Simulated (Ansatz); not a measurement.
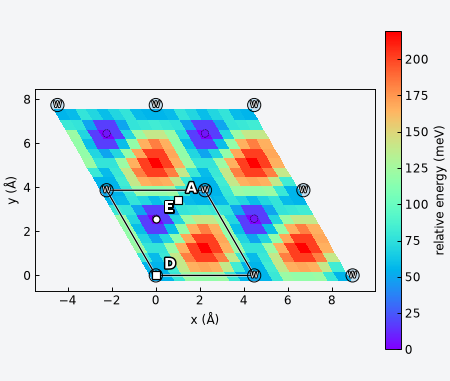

Si on a W(111) slab cut from the Im-3m phase, its upper half relaxed before the scan (6 atoms of substrate and one adsorbate in a 1 × 1 cell). Si is moved over the surface cell at a fixed height above a rigid substrate; the origin of the map has the adsorbate above W6; the height is held at 3.30 Å. Places are given modulo a cell vector. The map is drawn in real space over the plane of the surface. Grid: 9 × 9 points; 19 points were computed and 62 follow by symmetry. All energies are given in meV relative to the lowest grid point. The runs have no spin polarisation, so an open-shell adsorbate far from the surface lies too high. With one adsorbate in each 1 × 1 cell, its nearest image is 4.5 Å away, so neighbouring adsorbates interact. At a fixed height the lowest place need not be the adsorption site. All numbers below come from Ansatz 0.2.0, DFT PBE+D3(BJ), scalar-relativistic, plane waves, PAW. Settings: cutoff 420 eV, k-mesh 6×6×1, gaussian smearing 0.1 eV, no spin polarisation.

Drawn: one coloured cell a grid point, labelled circles for the atoms of the top layer and small ones for the second layer, the outline of one cell of the 2 × 2 shown, lettered points.

Question: What kind of point is each of D, E: minimum, saddle, maximum or slope?

Answer: D: minimum; E: minimum. (In these two coordinates alone; a stationary point may lie a little off the grid point.)

Question: Rank the lettered points by energy, lowest first.

Answer: E (0 meV), D (52 meV), A (78 meV).

PAW datasets: the set soft_1.
